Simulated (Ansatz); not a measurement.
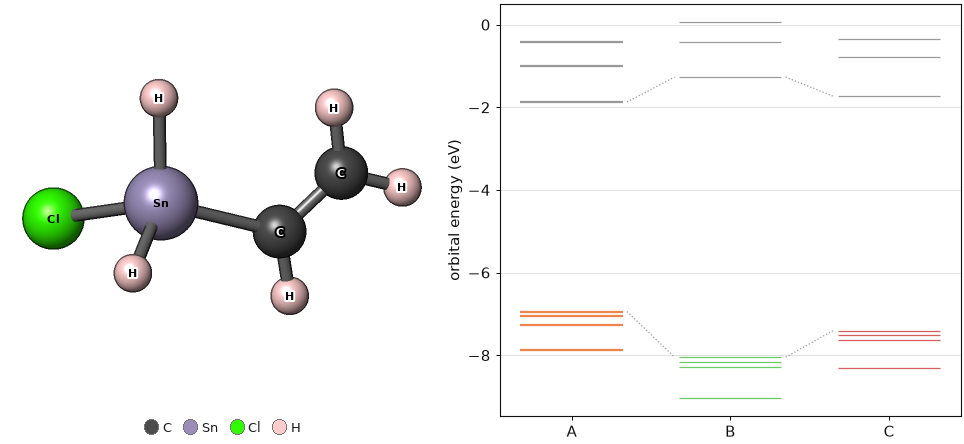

Frontier orbital energies of C₂H₅ClSn, SMILES C=[CH][SnH2][Cl], singlet at one geometry, def2-TZVPP, the Ansatz code, at a PBE0-D4/def2-TZVP geometry (a minimum by its frequencies). Empty levels are grey, levels within 0.1 eV stand side by side; all columns show the same few orbitals around the gap. Dotted lines join the HOMOs and the LUMOs.

**The columns come from B3LYP, B97M-V and revPBE. Which is which?**

A: revPBE (HOMO −6.94, LUMO −1.87, separation 5.07 eV)
B: B3LYP (HOMO −8.05, LUMO −1.27, separation 6.78 eV)
C: B97M-V (HOMO −7.40, LUMO −1.73, separation 5.67 eV)

Limits of at least one run: core potentials past krypton; empty levels above zero depend strongly on the basis; one conformer of a flexible molecule; spin-orbit coupling is left out, and with Sn it can shift these levels and split any degenerate set.
